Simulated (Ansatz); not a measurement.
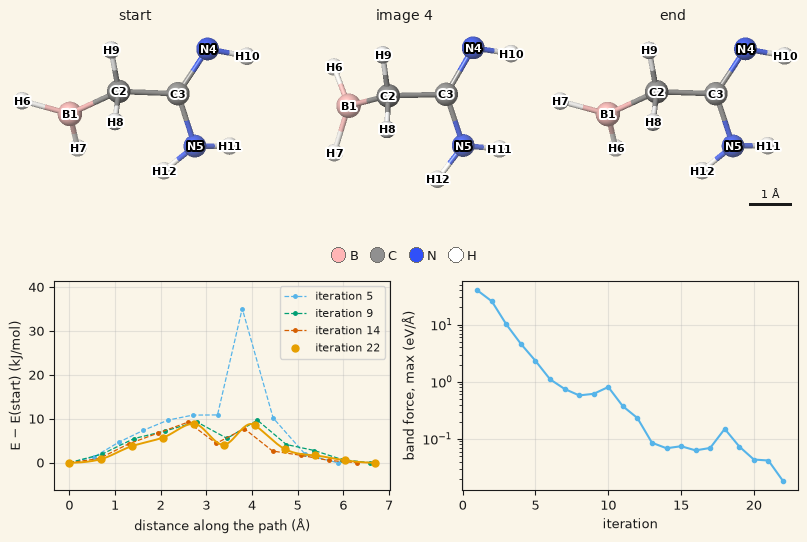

A search for the minimum-energy path of C$_{2}$H$_{7}$BN$_{2}$ by the nudged elastic band. Images are numbered from 0 (start) to 10 (end). The plot follows the band through its iterations. The picture is a ball-and-stick view, seen at a tilt.

Theory: Ansatz, RKS PBE-D4/cc-pVDZ. Set-up: 9 movable images; climbing image; force threshold 0.03 eV/Å; iteration limit 60; starting path through a guess of the saddle point.

> Judge this run.

The run is converged, with reservations. The band converged in 22 iterations. The largest component of the band force went from 40 to 0.018 eV/Å. The climbing image converged on the top of the path. Its vibrational analysis gives one imaginary mode (321i cm⁻¹), as a transition state must have. The first iteration put the highest image at 1189.3 kJ/mol. The two ends have the same energy, and the highest point, image 4, lies 8.9 kJ/mol above the start. The profile has 2 maxima (images 4, 6) with a dip at image 5 (+4.1 kJ/mol), so the process runs in steps.

Cost: 6.5 min on 2 threads of Intel(R) Xeon(R) Platinum 8259CL CPU @ 2.50GHz (Skylake/Cascade Lake) (shared host), peak memory 0.17 GiB.
